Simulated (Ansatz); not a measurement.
Geometry relaxation of GeH4ClOF

The run: geometry relaxation of GeH4ClOF. Method and program: RKS PBE/def2-SVP (Ansatz 0.2.0).

It belongs to a series of runs on one base structure; here: end point B relaxed.

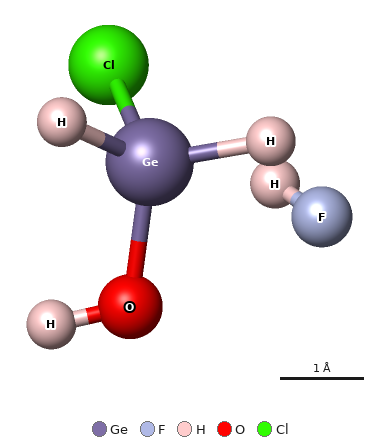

Figure 1. The structure as given in the input (ball-and-stick view, seen at a tilt). Sticks mark near contacts. Bond lengths as drawn: Cl–Ge 2.22 Å, F–H 0.93 Å, Ge–H 1.53 to 1.55 Å, Ge–O 1.79 Å and H–O 0.97 Å.

### Input file
```yaml
crystal:
  periodic: [false, false, false]
  atoms:
    - { symbol: Ge, position_ang: [0.331927, -0.405549, -0.264819] }
    - { symbol: F, position_ang: [-0.601132, -0.036907, 2.440578] }
    - { symbol: H, position_ang: [0.943772, -0.523455, -1.687991] }
    - { symbol: H, position_ang: [0.22653, 1.01965, 0.288105] }
    - { symbol: O, position_ang: [-1.285619, -1.167501, -0.248221] }
    - { symbol: H, position_ang: [-1.291798, -1.935026, -0.84872] }
    - { symbol: Cl, position_ang: [1.730542, -1.59123, 0.983187] }
    - { symbol: H, position_ang: [-0.036521, -0.752981, 2.638679] }
basis:
  gaussian: { orbitals: def2-SVP }
hamiltonian:
  xc: pbe
relax:
  f_tol: 0.03
  max_steps: 50
output:
  orbitals: {}
```

Run as:
```bash
ansatz run input.yaml --threads 2 --pin off --max-ram 3072MiB --backend cpu --events-out ev --progress --plain --runs-dir out
```

### What the program printed
```
The last accepted step is kept in [file] (removed where the run ends without a failure and the disk answers)
Engine: ansatz 0.2.0, aarch64-unknown-linux-gnu
Functional definition: PBE
  parameter kappa = 0.804
  parameter beta = 0.06672455060314922
  exchange = pbe_x(kappa = kappa, mu = beta*pi^2/3)
  correlation = pbe_c(beta = beta)
1069 factors; their error is unknown
mean field evaluation 1: about -73831.1491 eV, gradient 6.5e1 eV
mean field evaluation 2: about -73768.2694 eV, gradient 1.7e2 eV
mean field evaluation 4: about -73837.7504 eV, gradient 1.4e1 eV
mean field evaluation 8: about -73838.0599 eV, gradient 1.9e-1 eV
mean field evaluation 16: about -73837.9982 eV, gradient 3.4e-5 eV
mean field -73837.99823209 eV, -2713.4963858364 hartree, gradient 3.4e-5 eV, S^2 0.000000; 0 other end points of the search recorded, 0 dependent functions left out
the calculation of the forces begins
reference -73837.99826309 eV, -2713.4963869756 hartree; 35, 35 occupied and 63, 63 virtual orbitals, 1069 factors
relax step   1: F+E_penalty+E_count = -73837.99823209 eV  Δ(F+E_penalty+E_count) = +0.000e0 eV  max|allowed force component| = 2.905e-1 eV/Å  Δτ_max = 0.0000 Å  (26 SCF iters, accepted)
these checks for a lower state are left out or cut short: starts, cluster_reference, orbital_swaps, neighbouring_geometries, increment
1069 factors; their error is unknown
mean field -73837.97078990 eV, -2713.4953773546 hartree, gradient 6.7e-5 eV, S^2 0.000000; 0 other end points of the search recorded, 0 dependent functions left out
the calculation of the forces begins
reference -73837.97082055 eV, -2713.4953784811 hartree; 35, 35 occupied and 63, 63 virtual orbitals, 1069 factors
relax step   2: F+E_penalty+E_count = -73837.97078990 eV  Δ(F+E_penalty+E_count) = +2.744e-2 eV  max|allowed force component| = 1.756e0 eV/Å  Δτ_max = 0.1947 Å  (30 SCF iters, rejected (line search))
these checks for a lower state are left out or cut short: starts, cluster_reference, orbital_swaps, neighbouring_geometries, increment
1069 factors; their error is unknown
mean field -73838.03546711 eV, -2713.4977541982 hartree, gradient 1.6e-5 eV, S^2 0.000000; 0 other end points of the search recorded, 0 dependent functions left out
the calculation of the forces begins
reference -73838.03549788 eV, -2713.4977553292 hartree; 35, 35 occupied and 63, 63 virtual orbitals, 1069 factors
relax step   3: F+E_penalty+E_count = -73838.03546711 eV  Δ(F+E_penalty+E_count) = -3.724e-2 eV  max|allowed force component| = 5.350e-1 eV/Å  Δτ_max = 0.0946 Å  (29 SCF iters, accepted)
these checks for a lower state are left out or cut short: starts, cluster_reference, orbital_swaps, neighbouring_geometries, increment
1069 factors; their error is unknown
mean field evaluation 32: about -73838.1138 eV, gradient 1.4e-1 eV
mean field -73838.05526585 eV, -2713.4984817885 hartree, gradient 2.6e-5 eV, S^2 0.000000; 0 other end points of the search recorded, 0 dependent functions left out
the calculation of the forces begins
reference -73838.05529641 eV, -2713.4984829115 hartree; 35, 35 occupied and 63, 63 virtual orbitals, 1069 factors
relax step   4: F+E_penalty+E_count = -73838.05526585 eV  Δ(F+E_penalty+E_count) = -1.980e-2 eV  max|allowed force component| = 5.431e-1 eV/Å  Δτ_max = 0.0958 Å  (28 SCF iters, accepted)
these checks for a lower state are left out or cut short: starts, cluster_reference, orbital_swaps, neighbouring_geometries, increment
1069 factors; their error is unknown
mean field -73838.06539153 eV, -2713.4988539004 hartree, gradient 8.5e-5 eV, S^2 0.000000; 0 other end points of the search recorded, 0 dependent functions left out
the calculation of the forces begins
reference -73838.06542191 eV, -2713.4988550168 hartree; 35, 35 occupied and 63, 63 virtual orbitals, 1069 factors
relax step   5: F+E_penalty+E_count = -73838.06539153 eV  Δ(F+E_penalty+E_count) = -1.013e-2 eV  max|allowed force component| = 2.807e-1 eV/Å  Δτ_max = 0.1053 Å  (25 SCF iters, accepted)
these checks for a lower state are left out or cut short: starts, cluster_reference, orbital_swaps, neighbouring_geometries, increment
1069 factors; their error is unknown
mean field -73838.07248092 eV, -2713.4991144307 hartree, gradient 2.6e-5 eV, S^2 0.000000; 0 other end points of the search recorded, 0 dependent functions left out
the calculation of the forces begins
reference -73838.07251133 eV, -2713.4991155483 hartree; 35, 35 occupied and 63, 63 virtual orbitals, 1069 factors
relax step   6: F+E_penalty+E_count = -73838.07248092 eV  Δ(F+E_penalty+E_count) = -7.089e-3 eV  max|allowed force component| = 2.624e-1 eV/Å  Δτ_max = 0.1089 Å  (28 SCF iters, accepted)
these checks for a lower state are left out or cut short: starts, cluster_reference, orbital_swaps, neighbouring_geometries, increment
1069 factors; their error is unknown
mean field -73838.07222812 eV, -2713.4991051405 hartree, gradient 7.5e-5 eV, S^2 0.000000; 0 other end points of the search recorded, 0 dependent functions left out
the calculation of the forces begins
reference -73838.07225859 eV, -2713.4991062602 hartree; 35, 35 occupied and 63, 63 virtual orbitals, 1069 factors
relax step   7: F+E_penalty+E_count = -73838.07222812 eV  Δ(F+E_penalty+E_count) = +2.528e-4 eV  max|allowed force component| = 1.886e-1 eV/Å  Δτ_max = 0.0486 Å  (25 SCF iters, rejected (line search))
these checks for a lower state are left out or cut short: starts, cluster_reference, orbital_swaps, neighbouring_geometries, increment
1069 factors; their error is unknown
mean field -73838.07596262 eV, -2713.4992423807 hartree, gradient 6.5e-5 eV, S^2 0.000000; 0 other end points of the search recorded, 0 dependent functions left out
the calculation of the forces begins
reference -73838.07599301 eV, -2713.4992434978 hartree; 35, 35 occupied and 63, 63 virtual orbitals, 1069 factors
relax step   8: F+E_penalty+E_count = -73838.07596262 eV  Δ(F+E_penalty+E_count) = -3.482e-3 eV  max|allowed force component| = 7.739e-2 eV/Å  Δτ_max = 0.0243 Å  (24 SCF iters, accepted)
these checks for a lower state are left out or cut short: starts, cluster_reference, orbital_swaps, neighbouring_geometries, increment
1069 factors; their error is unknown
mean field evaluation 64: about -73838.0793 eV, gradient 7.1e-5 eV
mean field -73838.07930360 eV, -2713.4993651594 hartree, gradient 7.1e-5 eV, S^2 0.000000; 0 other end points of the search recorded, 0 dependent functions left out
the calculation of the forces begins
reference -73838.07933396 eV, -2713.4993662752 hartree; 35, 35 occupied and 63, 63 virtual orbitals, 1069 factors
relax step   9: F+E_penalty+E_count = -73838.07930360 eV  Δ(F+E_penalty+E_count) = -3.341e-3 eV  max|allowed force component| = 2.338e-2 eV/Å  Δτ_max = 0.0949 Å  (25 SCF iters, accepted)
these checks for a lower state are left out or cut short: starts, cluster_reference, orbital_swaps, neighbouring_geometries, increment
1069 factors; their error is unknown
mean field -73838.07942890 eV, -2713.4993697644 hartree, gradient 6.1e-5 eV, S^2 0.000000; 0 other end points of the search recorded, 0 dependent functions left out
the calculation of the forces begins
reference -73838.07945928 eV, -2713.4993708809 hartree; 35, 35 occupied and 63, 63 virtual orbitals, 1069 factors
relax step  10: F+E_penalty+E_count = -73838.07942890 eV  Δ(F+E_penalty+E_count) = -1.253e-4 eV  max|allowed force component| = 1.913e-2 eV/Å  Δτ_max = 0.0308 Å  (25 SCF iters, accepted)
```

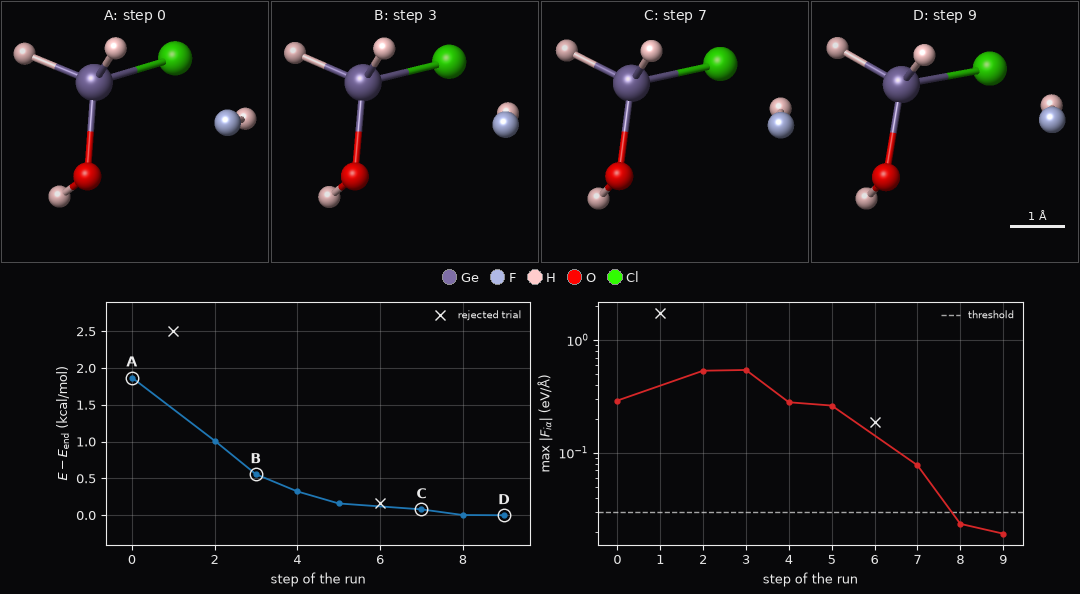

Figure 2. Frames of the relaxation (ball-and-stick view, seen at a tilt) above the curves, on which the letters mark them (the first geometry is step 0 here and step 1 in the log).

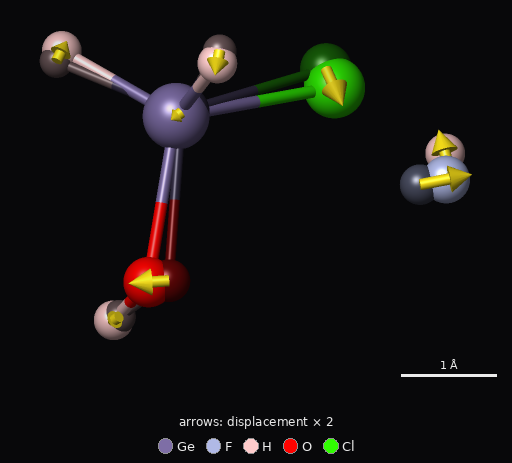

Figure 3. Start (faint) and end (solid) with the displacements as yellow arrows, magnified 2 times (ball-and-stick view, seen at a tilt). The two geometries are laid on each other by the best rigid fit. Over 9 geometry steps the energy falls by 1.87 kcal/mol. The largest force component goes from 0.29 to 0.019 eV/Å. The line search rejected the trial steps at points 1, 6 (counted from 0) and went back. F2 moves most after the best rigid fit: 0.28 Å. Largest moves by element: F 0.28 Å, H 0.27 Å, Cl 0.24 Å, O 0.21 Å, Ge 0.07 Å. Distances before and after: F2–H8 0.933 → 0.945 Å, Ge1–Cl7 2.218 → 2.224 Å, Ge1–O5 1.788 → 1.782 Å. Among the angles that change: H4–Ge1–O5 109.3° → 107.0°. (Atoms are counted from 1 in the order of the input.)

```
1069 factors; their error is unknown
mean field -73838.07942890 eV, -2713.4993697644 hartree, gradient 6.1e-5 eV, S^2 0.000000; 1 other end points of the search recorded, 0 dependent functions left out
the calculation of the forces begins
reference -73838.07945928 eV, -2713.4993708809 hartree; 35, 35 occupied and 63, 63 virtual orbitals, 1069 factors
Total energy: -73838.07945928 eV, -2713.4993708809 hartree
Atom 0 at     0.284668    -0.410877    -0.314023 Å, force    -0.014953     0.011482     0.003930 eV/Å
Atom 1 at    -0.505169    -0.050061     2.706106 Å, force     0.005594     0.001049     0.010259 eV/Å
Atom 2 at     1.068194    -0.516321    -1.647931 Å, force     0.004270    -0.006020     0.005664 eV/Å
Atom 3 at     0.100493     0.990545     0.279812 Å, force     0.001059    -0.006566    -0.001936 eV/Å
Atom 4 at    -1.337639    -1.135530    -0.456146 Å, force     0.019135    -0.012279    -0.009583 eV/Å
Atom 5 at    -1.301288    -1.998004    -0.912022 Å, force    -0.007548     0.010904     0.009648 eV/Å
Atom 6 at     1.511587    -1.610638     1.100112 Å, force     0.001732     0.002477    -0.006849 eV/Å
Atom 7 at     0.196855    -0.662112     2.544890 Å, force    -0.009289    -0.001046    -0.011133 eV/Å
Dipole moment:     0.218641    -0.165950    -0.552920 e Å
```

### Trajectory as extended XYZ (Å, eV, eV/Å), 10 frames, from step=1 to step=10
```
8
Properties=species:S:1:pos:R:3:forces:R:3 step=1 energy=-73837.99823
Ge    0.3319   -0.4055   -0.2648    0.0524  -0.0526  -0.1214
F    -0.6011   -0.0369    2.4406   -0.2181   0.2264   0.1053
H     0.9438   -0.5235   -1.6880    0.0071  -0.0044  -0.0079
H     0.2265    1.0196    0.2881    0.0001   0.0015  -0.0017
O    -1.2856   -1.1675   -0.2482    0.0424   0.0715   0.0335
H    -1.2918   -1.9350   -0.8487   -0.0115  -0.0623  -0.0375
Cl    1.7305   -1.5912    0.9832   -0.1629   0.0898   0.0874
H    -0.0365   -0.7530    2.6387    0.2905  -0.2699  -0.0576
8
Properties=species:S:1:pos:R:3:forces:R:3 step=2 energy=-73837.97079 accepted=F
Ge    0.3276   -0.4039   -0.2755   -0.1069   0.0140  -0.2344
F    -0.6426   -0.0479    2.5982    1.7564  -1.7518  -0.3427
H     0.9618   -0.5418   -1.6879    0.0351  -0.0148   0.0577
H     0.2271    1.0239    0.2709   -0.0357  -0.0037   0.0408
O    -1.2922   -1.1590   -0.2716    0.0812   0.0632  -0.0060
H    -1.2900   -1.9432   -0.8526   -0.0221  -0.0190   0.0104
Cl    1.6669   -1.5690    1.0502   -0.1238   0.0491   0.1547
H     0.0591   -0.7521    2.4691   -1.5841   1.6630   0.3194
8
Properties=species:S:1:pos:R:3:forces:R:3 step=3 energy=-73838.03547
Ge    0.3344   -0.4029   -0.2902   -0.1042   0.0109   0.0198
F    -0.6114   -0.0511    2.5249    0.4492  -0.5350   0.1314
H     0.9526   -0.5287   -1.7085    0.0560  -0.0416   0.0276
H     0.2297    1.0194    0.2717   -0.0180   0.0067  -0.0199
O    -1.2836   -1.1618   -0.2603    0.0562   0.0509  -0.0604
H    -1.2928   -1.9395   -0.8494   -0.0240  -0.0269   0.0010
Cl    1.6683   -1.5621    1.0482   -0.0526   0.0239   0.0379
H     0.0205   -0.7664    2.5644   -0.3626   0.5112  -0.1374
8
Properties=species:S:1:pos:R:3:forces:R:3 step=4 energy=-73838.05527
Ge    0.3207   -0.3989   -0.2851   -0.0930   0.0031  -0.1263
F    -0.6051   -0.0767    2.5912    0.5388  -0.5431  -0.0667
H     0.9763   -0.5487   -1.6857    0.0337  -0.0122   0.0516
H     0.2145    1.0284    0.2626   -0.0396   0.0016   0.0054
O    -1.3009   -1.1488   -0.2915    0.0711   0.0316  -0.0447
H    -1.2937   -1.9479   -0.8529   -0.0230   0.0109   0.0273
Cl    1.6354   -1.5514    1.0776   -0.0426   0.0004   0.0746
H     0.0705   -0.7490    2.4845   -0.4454   0.5077   0.0789
8
Properties=species:S:1:pos:R:3:forces:R:3 step=5 energy=-73838.06539
Ge    0.3264   -0.3867   -0.3269   -0.0507   0.0043   0.0129
F    -0.5998   -0.1346    2.6790    0.2747  -0.2599  -0.0612
H     1.0174   -0.5816   -1.7058   -0.0050  -0.0068   0.0696
H     0.1976    1.0556    0.1774   -0.0058   0.0040   0.0196
O    -1.3022   -1.1133   -0.3154    0.0311   0.0184  -0.0891
H    -1.3057   -1.9410   -0.8324   -0.0320  -0.0267   0.0156
Cl    1.6039   -1.5090    1.0987    0.0153  -0.0141   0.0033
H     0.0801   -0.7824    2.5261   -0.2275   0.2807   0.0293
8
Properties=species:S:1:pos:R:3:forces:R:3 step=6 energy=-73838.07248
Ge    0.3026   -0.3971   -0.3082   -0.0448   0.0167  -0.1023
F    -0.5910   -0.1504    2.6782    0.2624  -0.1524  -0.0478
H     1.0395   -0.5858   -1.6623   -0.0176   0.0200   0.0272
H     0.1658    1.0416    0.2063   -0.0182  -0.0201   0.0284
O    -1.3338   -1.1067   -0.3799    0.1002  -0.0109  -0.0176
H    -1.3150   -1.9523   -0.8683   -0.0287   0.0083   0.0246
Cl    1.5871   -1.5308    1.1036   -0.0180  -0.0204   0.0548
H     0.1626   -0.7115    2.5314   -0.2352   0.1587   0.0328
8
Properties=species:S:1:pos:R:3:forces:R:3 step=7 energy=-73838.07223 accepted=F
Ge    0.3086   -0.3982   -0.3129   -0.1320  -0.1875  -0.0745
F    -0.5648   -0.1198    2.6907    0.1473  -0.0809  -0.0295
H     1.0601   -0.5625   -1.6583    0.0196   0.0324  -0.0048
H     0.1392    1.0227    0.2350   -0.0128   0.0016   0.0151
O    -1.3180   -1.1257   -0.4047   -0.0256   0.1886   0.0932
H    -1.3549   -1.9688   -0.8905    0.1454  -0.0463  -0.0339
Cl    1.5737   -1.5474    1.1090   -0.0123   0.0069   0.0152
H     0.1738   -0.6933    2.5324   -0.1297   0.0853   0.0192
8
Properties=species:S:1:pos:R:3:forces:R:3 step=8 energy=-73838.07596
Ge    0.3039   -0.3977   -0.3145   -0.0251   0.0094  -0.0319
F    -0.5734   -0.1343    2.6826    0.0774  -0.0345  -0.0109
H     1.0481   -0.5736   -1.6641   -0.0004   0.0133   0.0090
H     0.1556    1.0324    0.2195   -0.0131  -0.0112   0.0069
O    -1.3285   -1.1094   -0.3910    0.0234   0.0093  -0.0009
H    -1.3228   -1.9617   -0.8660    0.0089  -0.0085   0.0055
Cl    1.5758   -1.5353    1.1085   -0.0049  -0.0280   0.0134
H     0.1591   -0.7135    2.5258   -0.0663   0.0502   0.0089
8
Properties=species:S:1:pos:R:3:forces:R:3 step=9 energy=-73838.07930
Ge    0.2901   -0.4068   -0.3161    0.0027   0.0179   0.0234
F    -0.5158   -0.0633    2.7078   -0.0087   0.0072  -0.0014
H     1.0662   -0.5304   -1.6519   -0.0005   0.0014  -0.0096
H     0.1115    1.0014    0.2645    0.0025  -0.0121  -0.0039
O    -1.3326   -1.1320   -0.4344   -0.0067   0.0039  -0.0135
H    -1.3069   -1.9884   -0.9011   -0.0001  -0.0106   0.0027
Cl    1.5285   -1.5919    1.1000   -0.0044  -0.0018   0.0011
H     0.1767   -0.6816    2.5321    0.0151  -0.0059   0.0011
8
Properties=species:S:1:pos:R:3:forces:R:3 step=10 energy=-73838.07943
Ge    0.2847   -0.4109   -0.3140   -0.0150   0.0115   0.0039
F    -0.5052   -0.0501    2.7061    0.0056   0.0010   0.0103
H     1.0682   -0.5163   -1.6479    0.0043  -0.0060   0.0057
H     0.1005    0.9905    0.2798    0.0011  -0.0066  -0.0019
O    -1.3376   -1.1355   -0.4561    0.0191  -0.0123  -0.0096
H    -1.3013   -1.9980   -0.9120   -0.0075   0.0109   0.0096
Cl    1.5116   -1.6106    1.1001    0.0017   0.0025  -0.0068
H     0.1969   -0.6621    2.5449   -0.0093  -0.0010  -0.0111
```

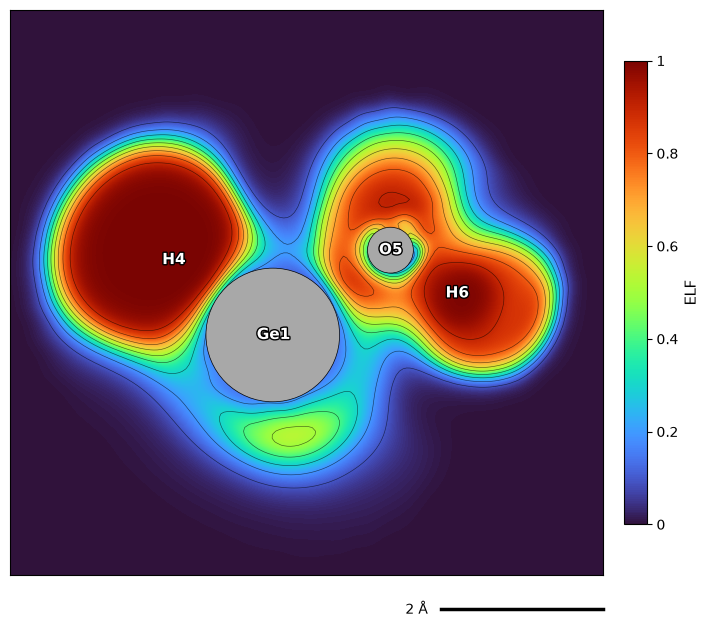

Figure 4. ELF on the plane of atoms Ge1, O5 and H6. Grey discs, where drawn, cover atomic cores. Ge–O (1.78 Å): the ELF peaks at about 0.85 in the valence shell of O, 0.6 Å from its nucleus, and is about 0.30 at the midpoint. O–H (0.98 Å): the ELF climbs to about 1 towards the hydrogen, as it does in any bond to H; a covalent bond by its length. Ge–H (1.53 Å): the ELF climbs to about 1 towards the hydrogen.

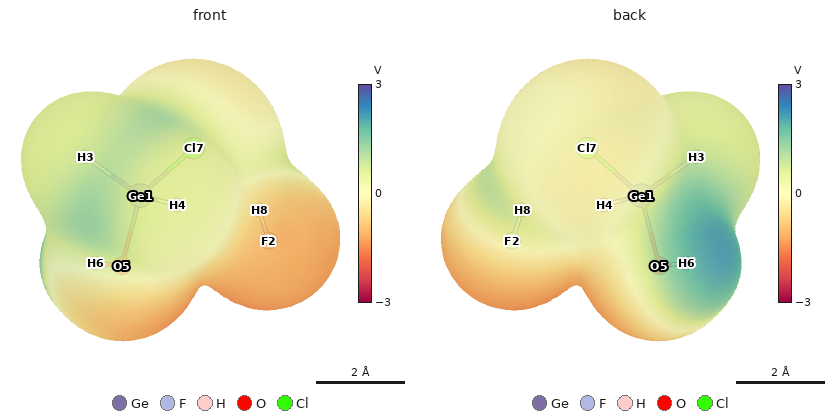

Figure 5. The molecular electrostatic potential painted on the density surface at 0.001 e/bohr³, seen at a tilt and from behind; the colour scale runs from red (negative) to blue (positive).

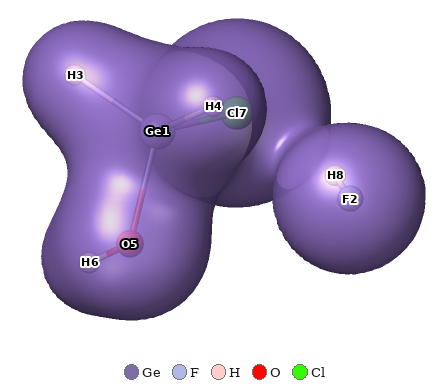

Figure 6. Isosurface of the electron density at 0.1 e/Å³ (purple), seen face on. At this value the surface is in one piece. On the grid the lowest density along these lines, outside the cores, is 0.18 e/Å³ (Cl···H, 2.17 Å), 0.92 e/Å³ (Ge–O, 1.78 Å), 0.59 e/Å³ (Ge–Cl, 2.22 Å) and 2.2 e/Å³ (F–H, 0.95 Å).

### Key numbers

```tsv
quantity	value
outcome	converged
total energy	−73838.0795 eV
mean-field energy	−73838.0795 eV
largest force (length of the vector) at the end	0.025 eV/Å
hardware	2 threads of Arm Neoverse V2, 24 GiB of memory available, shared host
wall time	17 s (CPU time 33 s)
peak memory	0.15 GiB
```
